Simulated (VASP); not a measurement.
```yaml
crystal:
  lattice:
    - [2.73641, 0.00000, 0.00000]
    - [-1.36821, 2.36980, 0.00000]
    - [0.00000, 0.00000, 4.75976]
  atoms:
    - { symbol: Pt, position: [0.33333, 0.66667, 0.25000] }
    - { symbol: Pt, position: [0.66667, 0.33333, 0.75000] }
```

Method: r2SCAN meta-GGA, VASP's PBE PAW potentials (set 64) (plane waves; VASP). Numerical set-up: 400 eV cut-off, 17×17×9 Γ-centred mesh, tetrahedra with Blöchl corrections, potentials Pt.

Unless said otherwise, spin-orbit coupling is left out, though it shifts the bands of the heavy elements here.

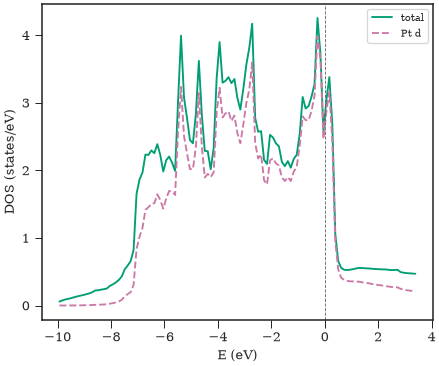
Total and projected density of states, zero at the Fermi level

Within 2 eV below the Fermi level the largest weight inside VASP's projection spheres is Pt d.

It has no gap at this level: it comes out as a metal or semimetal.

The structure was generated: Pt was put into the hcp type (P6_3/mmc), which need not be its known phase. It was relaxed first.
